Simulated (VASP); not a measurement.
Band structure of HfC (rock salt). All values below come from TPSS meta-GGA, VASP's PBE PAW potentials (set 64) (plane waves; VASP).

Unless said otherwise, spin-orbit coupling is left out, though it shifts the bands of the heavy elements here.

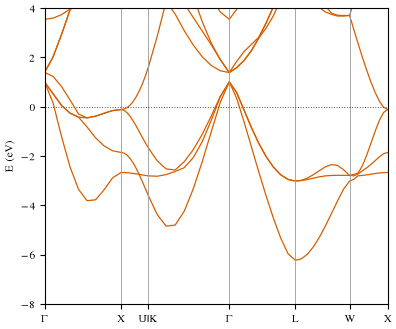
Fig. 1. Bands along high-symmetry lines, zero at the valence-band maximum or, without a gap, the Fermi level

### Question
Read the plot: is there a gap, and where are the band edges?

### Answer
It has no gap at this level: it comes out as a metal or semimetal.

The compound is HfC in the rock salt structure. It was relaxed first.
